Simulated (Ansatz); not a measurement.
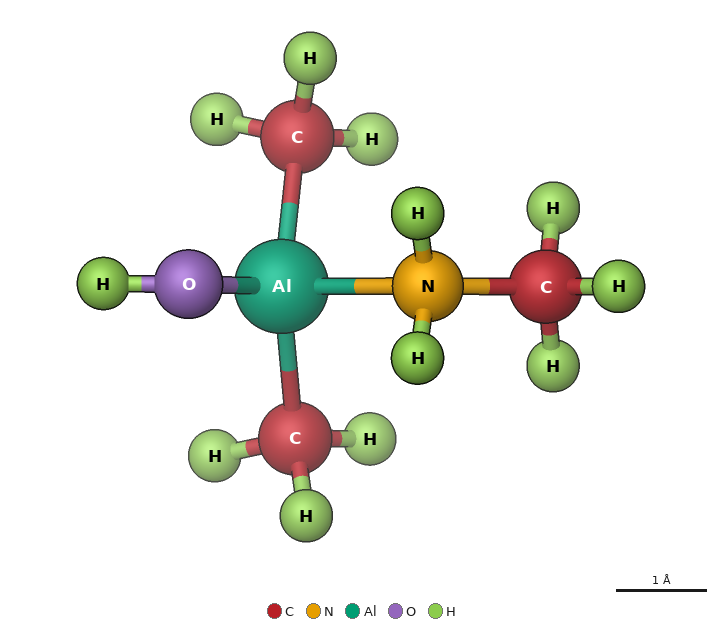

Depth is shown by fading: the farther an atom, the more it takes the colour of the background. Computed geometry: PBE0-D4/def2-TZVP optimisation. No frequency run is at hand to confirm it as a minimum. Masses are those of the most abundant isotopes; constants are for the rigid equilibrium geometry.

Question: What kind of rotor is it, and what are its rotational constants in GHz?

Answer: An asymmetric top (Cs): A = 2.63, B = 1.86, C = 1.84 GHz. Ray's parameter κ is −0.95, close to the prolate limit.
